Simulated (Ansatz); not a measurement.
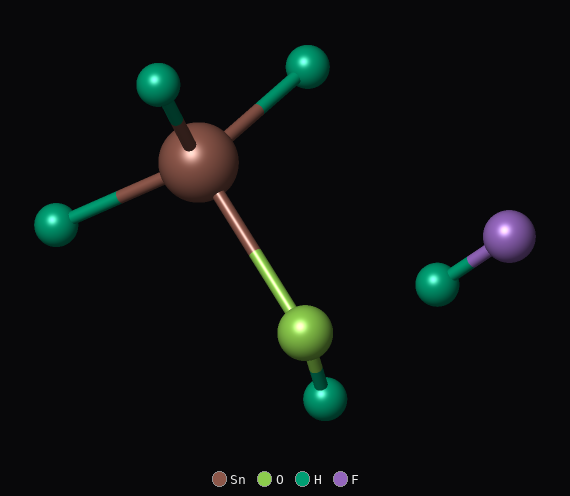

Harmonic vibrations computed with RKS PBE0-D4/def2-TZVP, core potentials on Sn (Ansatz 0.2.0) at a stationary point of the same level.

> Is this a minimum or a saddle point?

A minimum: no imaginary frequency, and the lowest mode lies at 32 cm⁻¹.

> List the wavenumbers.

18 modes: 32, 49, 255, 286, 488, 504, 574, 697, 700, 712, 805, 856, 1017, 1962, 1973, 2012, 3437, 3902 cm⁻¹.
